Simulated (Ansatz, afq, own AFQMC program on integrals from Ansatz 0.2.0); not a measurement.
# AlH₄O (doublet): AFQMC on the coupled-cluster ladder at distance Al1–H4 along a hydrogen transfer = 1.826 Å, cc-pVTZ

Aim: compute AlH₄O (doublet) with auxiliary-field quantum Monte Carlo on the same integrals as coupled cluster, and set the energies side by side.

Computed with Ansatz 0.2.0, Gaussian basis, and an in-house AFQMC program (afq) on its integrals; all values are calculated. Level: cc-pVTZ, frozen cores.

The runs, in order: PBE (unrestricted); r2SCAN (unrestricted); PBE0 (unrestricted); CCSD(T) on UHF; B3LYP (unrestricted); wB97M-V (unrestricted); B2PLYP (unrestricted); Phaseless AFQMC, CISD trial on UHF.

### Step 1. The geometry

The geometry derives from fragments relaxed apart (PBE0/def2-TZVP) and kept rigid, so it is no stationary point. A hydrogen atom is moved between rigid fragments.

6 atoms, charge 0, spin multiplicity 2.

Atoms are counted from 1 here; the program's logs count them from 0.

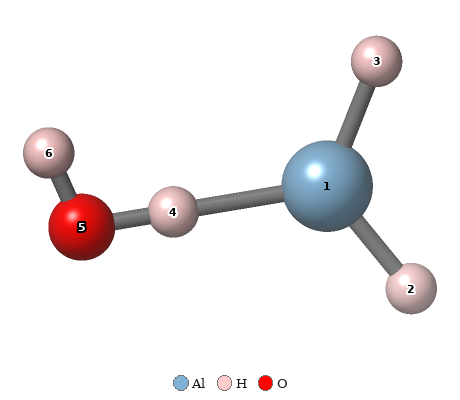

The structure; aluminium light blue, hydrogen pink, oxygen red; atoms are numbered from 1 in the order of the file.

### Step 2. PBE (unrestricted)

File in.yaml:

```yaml
crystal:
  periodic: [false, false, false]
  atoms:
    - {symbol: Al, position_ang: [-1.063995, 0.020152, 0.000000]}
    - {symbol: H, position_ang: [-1.856919, 1.393537, 0.000000]}
    - {symbol: H, position_ang: [-1.856919, -1.353232, 0.000000]}
    - {symbol: H, position_ang: [0.762005, 0.020152, 0.000000]}
    - {symbol: O, position_ang: [1.848005, 0.020152, 0.000000]}
    - {symbol: H, position_ang: [2.099864, -0.919798, 0.000000]}
basis:
  gaussian: {orbitals: cc-pVTZ}
magnetization: {spin_polarized: true, initial_magnetization: 1}
hamiltonian: {xc: {name: PBE}}
output: {orbitals: {seedname: orbitals}}
```

Started as:

```bash
> ansatz run in.yaml --threads 1 --pin off --events-out ev --progress --plain --max-ram 5632MiB --backend cpu
```

The program printed:

```text
Functional definition: PBE
  name "PBE"
  cite "Perdew, Burke & Ernzerhof, Phys. Rev. Lett. 77, 3865 (1996) doi:10.1103/PhysRevLett.77.3865"
  parent pbe
  parameter kappa = 0.804
  parameter beta = 0.06672455060314922
  exchange = pbe_x(kappa = kappa, mu = beta*pi^2/3)
  correlation = pbe_c(beta = beta)
680 factors; their error is unknown
mean field evaluation 1: about -8695.3539 eV, gradient 4.2e1 eV
mean field evaluation 2: about -8592.2643 eV, gradient 1.2e2 eV
mean field evaluation 4: about -8701.4771 eV, gradient 5.2e0 eV
mean field evaluation 8: about -8701.7305 eV, gradient 1.5e-1 eV
mean field evaluation 16: about -8701.7170 eV, gradient 1.9e-4 eV
mean field -8701.71699917 eV, -319.7822014840 hartree, gradient 2.9e-5 eV, S^2 0.752048; 3 other end points of the search recorded, 0 dependent functions left out
reference -8701.71704460 eV, -319.7822031534 hartree; 13, 12 occupied and 107, 108 virtual orbitals, 680 factors
Total energy: -8701.71704460 eV, -319.7822031534 hartree
```

It took 3.3 s on 1 thread of AMD EPYC 7R13 (Zen 3), shared host; peak memory 2.1 GiB.

From the report: ⟨S²⟩ of the determinant 0.752 (pure doublet: 0.75).

### Step 3. r2SCAN (unrestricted)

in.yaml, as its differences from that of step 2:

```diff
@@ -12,3 +12,2 @@
 magnetization: {spin_polarized: true, initial_magnetization: 1}
-hamiltonian: {xc: {name: PBE}}
-output: {orbitals: {seedname: orbitals}}
+hamiltonian: {xc: {name: r2SCAN}}
```

Same command.

The program printed:

```text
Functional definition: r2SCAN
  name "r2SCAN"
  cite "Furness, Kaplan, Ning, Perdew & Sun, J. Phys. Chem. Lett. 11, 8208 (2020) doi:10.1021/acs.jpclett.0c02405"
  cite "Furness, Kaplan, Ning, Perdew & Sun, J. Phys. Chem. Lett. 11, 9248 (2020) doi:10.1021/acs.jpclett.0c03077"
  parent r2scan
  parameter k0 = 0.174
  parameter k1 = 0.065
  parameter a1 = 4.9479
  exchange = r2scan_x(k0 = k0, k1 = k1, a1 = a1)
  correlation = r2scan_c
680 factors; their error is unknown
mean field evaluation 1: about -8700.6352 eV, gradient 3.9e1 eV
mean field evaluation 2: about -8618.3744 eV, gradient 1.1e2 eV
mean field evaluation 4: about -8705.9157 eV, gradient 3.1e0 eV
mean field evaluation 8: about -8705.9966 eV, gradient 1.3e-1 eV
mean field evaluation 16: about -8705.9829 eV, gradient 2.1e-4 eV
mean field -8705.98293428 eV, -319.9389717075 hartree, gradient 2.0e-5 eV, S^2 0.755022; 0 other end points of the search recorded, 0 dependent functions left out
reference -8705.98295154 eV, -319.9389723418 hartree; 13, 12 occupied and 107, 108 virtual orbitals, 680 factors
Total energy: -8705.98295154 eV, -319.9389723418 hartree
```

Wall time 3.6 s (1 thread of AMD EPYC 7R13 (Zen 3), shared host); peak memory 2.1 GiB.

From the report: ⟨S²⟩ of the determinant 0.755 (pure doublet: 0.75).

### Step 4. PBE0 (unrestricted)

in.yaml, as its differences from that of step 3:

```diff
@@ -12,2 +12,3 @@
 magnetization: {spin_polarized: true, initial_magnetization: 1}
-hamiltonian: {xc: {name: r2SCAN}}
+hamiltonian: {xc: {name: PBE0}}
+output: {orbitals: {seedname: orbitals}}
```

Launched as before.

The program printed:

```text
Functional definition: PBE0
  name "PBE0"
  cite "Adamo & Barone, J. Chem. Phys. 110, 6158 (1999) doi:10.1063/1.478522"
  cite "Perdew, Burke & Ernzerhof, Phys. Rev. Lett. 77, 3865 (1996) doi:10.1103/PhysRevLett.77.3865"
  parent pbe
  parameter a = 0.25
  parameter kappa = 0.804
  parameter beta = 0.06672455060314922
  exchange = (1 - a)*pbe_x(kappa = kappa, mu = beta*pi^2/3) + a*exact_x
  correlation = pbe_c(beta = beta)
692 factors; their error is unknown
mean field evaluation 1: about -8697.8135 eV, gradient 3.6e1 eV
mean field evaluation 2: about -8654.8739 eV, gradient 9.7e1 eV
mean field evaluation 4: about -8702.2785 eV, gradient 1.7e0 eV
mean field evaluation 8: about -8702.2970 eV, gradient 3.4e-2 eV
mean field evaluation 16: about -8702.3131 eV, gradient 8.3e-5 eV
mean field -8702.31311841 eV, -319.8041084618 hartree, gradient 8.3e-5 eV, S^2 0.753713; 0 other end points of the search recorded, 0 dependent functions left out
reference -8702.31315241 eV, -319.8041097114 hartree; 13, 12 occupied and 107, 108 virtual orbitals, 692 factors
Total energy: -8702.31315241 eV, -319.8041097114 hartree
```

Wall time 2 s (1 thread of AMD EPYC 7R13 (Zen 3), shared host); peak memory 2.1 GiB.

From the report: ⟨S²⟩ of the determinant 0.754 (pure doublet: 0.75).

### Step 5. CCSD(T) on UHF

in.yaml, as its differences from that of step 4:

```diff
@@ -12,3 +12,2 @@
 magnetization: {spin_polarized: true, initial_magnetization: 1}
-hamiltonian: {xc: {name: PBE0}}
-output: {orbitals: {seedname: orbitals}}
+correlation: {method: ccsd_t, electrons: outside_noble_gas, hamiltonian_folder: ham}
```

Started as:

```bash
> ansatz run in.yaml --threads 1 --pin off --events-out ev --progress --plain --max-ram 16896MiB --backend cuda --devices 0, --max-vram 18GiB
```

The program printed, shortened:

```text
Functional definition: HF
  name "HF"
  cite "Fock, Z. Phys. 61, 126 (1930) doi:10.1007/BF01340294"
  parent pbe
[...]
710 factors; integrals over basis functions are off by at most 1.3e-3 eV
[...]
mean field -8681.88708462 eV, -319.0534655655 hartree, gradient 1.8e-6 eV, S^2 0.765938; 2 other end points of the search recorded, 0 dependent functions left out
determinant -8681.88708462 eV, -319.0534655655 hartree, with singles and doubles -8692.04608391 eV, -319.4268019033 hartree
determinant -8679.73043804 eV, -318.9742102653 hartree, with singles and doubles -8690.08118251 eV, -319.3545931087 hartree
determinant -8678.49435641 eV, -318.9287851032 hartree, with singles and doubles -8688.07565978 eV, -319.2808915076 hartree
6 core orbitals not correlated: weight in the atoms' cores, before any rotation towards them, 1.000 or more for the frozen orbitals, at most 0.000 for the correlated occupied ones
reference -8681.88708462 eV, -319.0534655655 hartree; 7, 6 occupied and 107, 108 virtual orbitals, 710 factors
second order -9.37756849 eV of doubles, -0.00000000 eV of singles
cycle   1  -10.01099728 eV  change   -8.3e-1 eV  update   2.3e-2
[...]
cycle   9  -10.03528029 eV  change    1.4e-6 eV  update   1.1e-5
perturbative correction -0.30994434 eV, -0.0113902445 hartree
Total energy: -8692.23230926 eV, -319.4336455587 hartree
```

Wall time 9 s (1 × NVIDIA H100 80GB HBM3 with 1 thread of AMD EPYC 7R13 (Zen 3), shared host); peak host memory 2.1 GiB.

From the report: ⟨S²⟩ of the determinant 0.766 (pure doublet: 0.75); correlation -10.3452 eV; T1 0.015; largest double amplitude 0.02.

This run also writes the integrals to the folder ham.

### Step 6. B3LYP (unrestricted)

in.yaml, as its differences from that of step 5:

```diff
@@ -12,2 +12,2 @@
 magnetization: {spin_polarized: true, initial_magnetization: 1}
-correlation: {method: ccsd_t, electrons: outside_noble_gas, hamiltonian_folder: ham}
+hamiltonian: {xc: {name: B3LYP}}
```

Started as:

```bash
> ansatz run in.yaml --threads 1 --pin off --events-out ev --progress --plain --max-ram 5632MiB --backend cpu
```

The program printed, shortened:

```text
Functional definition: B3LYP
  name "B3LYP"
  cite "Stephens, Devlin, Chabalowski & Frisch, J. Phys. Chem. 98, 11623 (1994) doi:10.1021/j100096a001"
  cite "Becke, Phys. Rev. A 38, 3098 (1988) doi:10.1103/PhysRevA.38.3098"
  cite "Lee, Yang & Parr, Phys. Rev. B 37, 785 (1988) doi:10.1103/PhysRevB.37.785"
  cite "Vosko, Wilk & Nusair, Can. J. Phys. 58, 1200 (1980) doi:10.1139/p80-159"
[...]
692 factors; their error is unknown
[...]
mean field -8708.60927131 eV, -320.0354878134 hartree, gradient 3.6e-5 eV, S^2 0.753145; 0 other end points of the search recorded, 0 dependent functions left out
reference -8708.60951921 eV, -320.0354969235 hartree; 13, 12 occupied and 107, 108 virtual orbitals, 692 factors
Total energy: -8708.60951921 eV, -320.0354969235 hartree
```

Wall time 2 s (1 thread of AMD EPYC 7R13 (Zen 3), shared host); peak memory 2.1 GiB.

From the report: ⟨S²⟩ of the determinant 0.753 (pure doublet: 0.75).

### Step 7. wB97M-V (unrestricted)

in.yaml, as its differences from that of step 6:

```diff
@@ -12,2 +12,3 @@
 magnetization: {spin_polarized: true, initial_magnetization: 1}
-hamiltonian: {xc: {name: B3LYP}}
+hamiltonian: {xc: {name: wB97M-V}}
+output: {orbitals: {seedname: orbitals}}
```

The command is unchanged.

The program printed, shortened:

```text
Functional definition: wB97M-V
  name "wB97M-V"
  cite "Mardirossian & Head-Gordon, J. Chem. Phys. 144, 214110 (2016) doi:10.1063/1.4952647"
  cite "Becke, J. Chem. Phys. 107, 8554 (1997) doi:10.1063/1.475007"
  cite "Vydrov & Van Voorhis, J. Chem. Phys. 133, 244103 (2010) doi:10.1063/1.3521275"
  # Of w^i u^j: cxij and so on, Table III.
[...]
  gx(w, u) = 1 - cx + cx01*u + cx10*w
  gss(w, u) = css00 + css04*u^4 + css10*w + css20*w^2 + css43*w^4*u^3
  gos(w, u) = cos00 + cos10*w + (cos20 + cos21*u)*w^2 + (cos60 + cos61*u)*w^6
[...]
      + integral(e_c_pw_mod_opposite_spin*gos(b97_w_opposite, b97_u_opposite)) + vv10(b, c)
680 factors; their error is unknown
174 factors; integrals over basis functions are off by at most 2.7e-5 eV
[...]
mean field -8706.12361006 eV, -319.9441414470 hartree, gradient 5.8e-5 eV, S^2 0.752757; 0 other end points of the search recorded, 0 dependent functions left out
reference -8706.12366010 eV, -319.9441432862 hartree; 13, 12 occupied and 107, 108 virtual orbitals, 680 factors
Total energy: -8706.12366010 eV, -319.9441432862 hartree
```

Wall time 7 s (1 thread of AMD EPYC 7R13 (Zen 3), shared host); peak memory 2.1 GiB.

From the report: ⟨S²⟩ of the determinant 0.753 (pure doublet: 0.75).

### Step 8. B2PLYP (unrestricted)

in.yaml, as its differences from that of step 7:

```diff
@@ -12,3 +12,3 @@
 magnetization: {spin_polarized: true, initial_magnetization: 1}
-hamiltonian: {xc: {name: wB97M-V}}
-output: {orbitals: {seedname: orbitals}}
+hamiltonian: {xc: {name: B2PLYP}}
+correlation: {electrons: outside_noble_gas}
```

Launched as before.

The program printed, shortened:

```text
Functional definition: B2PLYP
  name "B2PLYP"
  cite "Grimme, J. Chem. Phys. 124, 034108 (2006) doi:10.1063/1.2148954"
  cite "Becke, Phys. Rev. A 38, 3098 (1988) doi:10.1103/PhysRevA.38.3098"
  cite "Lee, Yang & Parr, Phys. Rev. B 37, 785 (1988) doi:10.1103/PhysRevB.37.785"
[...]
710 factors; integrals over basis functions are off by at most 1.3e-3 eV
[...]
mean field -8700.01296970 eV, -319.7195795560 hartree, gradient 7.5e-6 eV, S^2 0.757632; 0 other end points of the search recorded, 0 dependent functions left out
6 core orbitals not correlated: weight in the atoms' cores, before any rotation towards them, 1.000 or more for the frozen orbitals, at most 0.000 for the correlated occupied ones
reference -8700.01312603 eV, -319.7195853010 hartree; 7, 6 occupied and 107, 108 virtual orbitals, 710 factors
second order -11.38707859 eV of doubles, -0.00000000 eV of singles
Total energy: -8703.08763725 eV, -319.8325715044 hartree
```

Wall time 3 s (1 thread of AMD EPYC 7R13 (Zen 3), shared host); peak memory 2.1 GiB.

From the report: ⟨S²⟩ of the determinant 0.758 (pure doublet: 0.75).

### Step 9. Phaseless AFQMC, CISD trial on UHF

It reads the integrals that the CCSD(T) run on this determinant wrote.

Started as:

```bash
> afq ham --method phaseless --trial cisd --walkers 600 --populations 10 --least-time 60 --time-step 0.005 --steps-per-block 50 --equilibration-blocks 28 --max-blocks 4000 --target-error 0.00021 --factor-cut 1e-05 --start spin_pure --seed 862 --release-times 0.24,0.51,0.99,1.62,2.4 --release-step 0.03 --release-every 3 --taylor-order 6
```

The program printed:

```text
orbitals 114  electrons 7 6  factors 705 of 710
reference energy -319.05346557 Eh
CCSD correlation -0.36878961 Eh in 13 cycles, weight of the determinant in the CISD state 0.8768
energy of the start -319.421288 Eh
 block  time / (1/Eh)  mean weight  energy / Eh
     1     0.250  0.9996  -319.418477
     2     0.500  0.9999  -319.423636
     3     0.750  0.9997  -319.429658
     4     1.000  0.9999  -319.430900
     5     1.250  1.0002  -319.433762
     6     1.500  1.0001  -319.433705
     7     1.750  1.0006  -319.430490
     8     2.000  1.0001  -319.431939
     9     2.250  1.0004  -319.433722
    10     2.500  1.0001  -319.432352
    11     2.750  1.0000  -319.433320
    16     4.000  0.9993  -319.434664
    21     5.250  0.9996  -319.438737
    26     6.500  1.0009  -319.433807
    31     7.750  1.0014  -319.432488
    36     9.000  1.0005  -319.436449
    41    10.250  0.9995  -319.433947
    46    11.500  1.0008  -319.431109
    51    12.750  1.0014  -319.436640
    56    14.000  1.0005  -319.432343
    61    15.250  0.9991  -319.433261
    66    16.500  0.9996  -319.434155
    71    17.750  1.0004  -319.433267
    76    19.000  0.9992  -319.435947
    81    20.250  0.9987  -319.432646
    86    21.500  1.0004  -319.433319
    91    22.750  1.0003  -319.434911
    96    24.000  1.0004  -319.437844
   101    25.250  1.0006  -319.438929
   106    26.500  1.0008  -319.437341
   111    27.750  0.9995  -319.440599
   116    29.000  1.0001  -319.436689
   121    30.250  0.9998  -319.437462
   126    31.500  1.0005  -319.433390
   131    32.750  1.0003  -319.432431
   136    34.000  0.9986  -319.434192
   141    35.250  0.9999  -319.433977
   146    36.500  0.9983  -319.432964
   151    37.750  1.0000  -319.434489
   156    39.000  1.0008  -319.434274
   161    40.250  0.9989  -319.436800
   166    41.500  1.0016  -319.433844
   171    42.750  1.0003  -319.433418
   176    44.000  0.9997  -319.432291
   181    45.250  0.9991  -319.435158
   186    46.500  1.0007  -319.433337
   191    47.750  0.9980  -319.431431
   196    49.000  1.0008  -319.432316
   201    50.250  1.0003  -319.436996
   206    51.500  1.0005  -319.434295
   211    52.750  1.0003  -319.430902
   216    54.000  1.0008  -319.435578
   221    55.250  1.0000  -319.436838
error from the spread of 10 populations
released: time / (1/Eh)  energy / Eh  error  mean overlap
  0.24  -319.434369  0.000141  0.9979
  0.51  -319.434697  0.000198  0.9921
  0.99  -319.434500  0.000193  0.9894
  1.62  -319.435135  0.000408  0.9719
  2.40  -319.435982  0.000510  0.9348
energy -319.434673 +/- 0.000143 Eh
```

Wall time 3.9 min (1 × NVIDIA H100 80GB HBM3 with 2 threads of AMD EPYC 7R13 (Zen 3), shared host); peak host memory 2.1 GiB.

Energy -8692.2603 ± 0.0039 eV. Caveats: constraint bias not in the error.

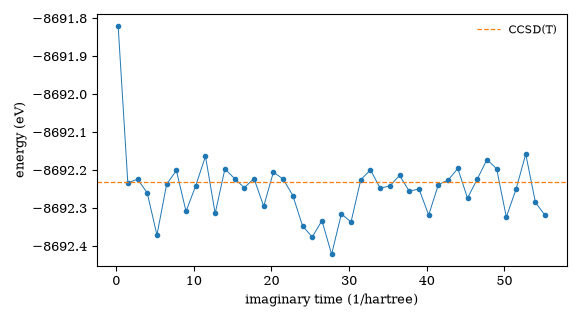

Block energies along the walk.

### Step 10. AFQMC on the ladder

On the UHF determinant, counted from CCSD(T) (a yardstick, not exact):

```csv
level,energy (eV),from CCSD(T) (meV),statistical error (meV),time
HF,-8681.8871,+10345.2,,
MP2,-8691.2647,+967.7,,
CCSD,-8691.9224,+309.9,,
CCSD(T),-8692.2323,0.0,,
"Phaseless AFQMC, CISD trial, step 0.005, 600 walkers",-8692.2603,-28.0,3.9,3.9 min
```

The functionals' totals stand on their own zeros and serve differences with other points: PBE -8701.717 eV; r2SCAN -8705.983 eV; PBE0 -8702.313 eV; B3LYP -8708.610 eV; wB97M-V -8706.124 eV; B2PLYP -8703.088 eV.

### Step 11. Summary of results

```
                                       quantity            value
Phaseless AFQMC, CISD trial on UHF from CCSD(T)  -28.0 ± 3.9 meV
```

**Reading.** On UHF the phaseless walk with the CISD trial lies -28.0 meV from CCSD(T), 7 times its error bar. Error bars are statistical and leave out the constraint, the time step and what remains of the start.
